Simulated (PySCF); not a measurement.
# C₇H₁₄BFSi: what the fields show

```xyz
24

C     3.7878   -0.1232    0.2772
C     2.4951    0.2379    0.8605
C     1.6704    0.3793    1.8496
C     1.1133    0.7223    0.4825
Si   -0.1209   -0.4189   -0.4156
B     0.4090   -0.5992   -2.3109
F     1.2729   -1.5357   -2.6562
C    -1.8647    0.3574   -0.1940
C    -2.2168    0.5591    1.2763
C    -2.9331   -0.4885   -0.8819
H     3.6433   -0.8953   -0.4792
H     4.4700   -0.4909    1.0420
H     4.2346    0.7428   -0.2127
H     1.4301    0.3259    2.8815
H     1.0229    1.7861    0.2472
H    -0.1215   -1.6870    0.3499
H     0.0845    0.0911   -3.2116
H    -1.8658    1.3431   -0.6733
H    -2.2345   -0.3954    1.7968
H    -3.1978    1.0216    1.3809
H    -1.4829    1.1979    1.7603
H    -2.7215   -0.5868   -1.9453
H    -3.9189   -0.0381   -0.7685
H    -2.9668   -1.4857   -0.4480
```

Geometry: GFN2-xTB.

Theory: PBE0/pcSseg-1, SCF density, gas phase, non-relativistic (PySCF).

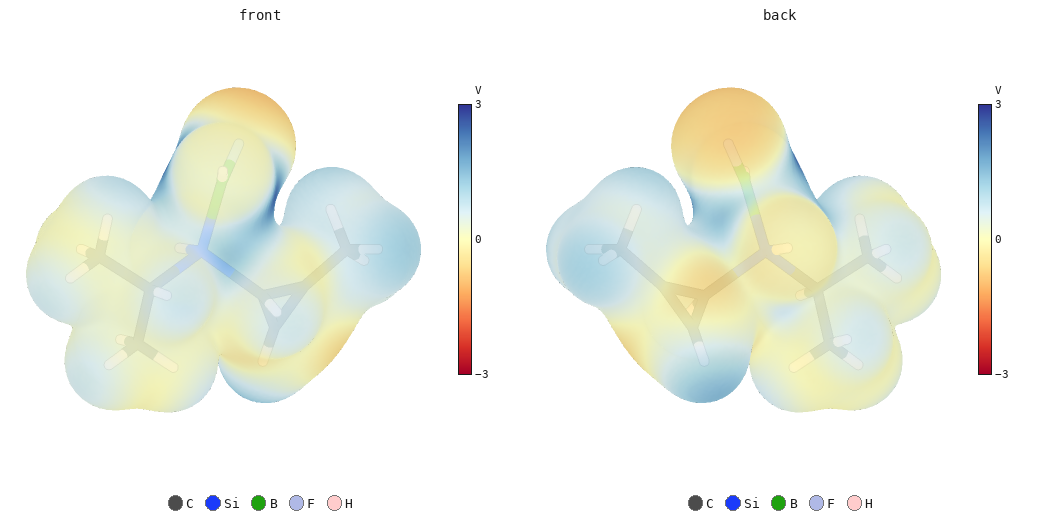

Figure 1. The electrostatic potential painted on the density surface at 0.004 e/bohr³, seen from the front and from behind; the colour scale runs from red (negative) to blue (positive).

Where is the surface potential most negative and most positive?

Answer. The most negative region (about −0.8 V) lies over F7, the most positive (about +2.4 V) over B6.

What dipole moment does the calculation give?

Answer. Its dipole moment is 1.20 D.

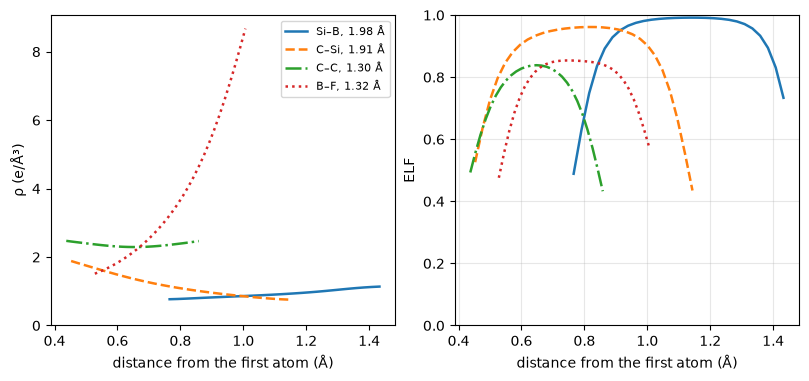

Figure 2. Total electron density and electron localisation function along straight lines between neighbouring atoms. The curves leave out the atomic cores.

Compare the contacts.

Answer. Si–B (1.98 Å): ρ is about 0.86 e/Å³ halfway; the ELF peaks at about 1 between the atoms (a covalent bond).
C–Si (1.91 Å): the density is about 0.9 e/Å³ at the midpoint; the ELF peaks at about 0.95 between the atoms: a covalent bond.
C–C (1.30 Å): the density is about 2.3 e/Å³ at the midpoint; the ELF peaks at about 0.85 between the atoms; a multiple bond.
B–F (1.32 Å): ρ is about 2.2 e/Å³ halfway; the ELF peaks at about 0.85 between the atoms: a polar covalent bond.
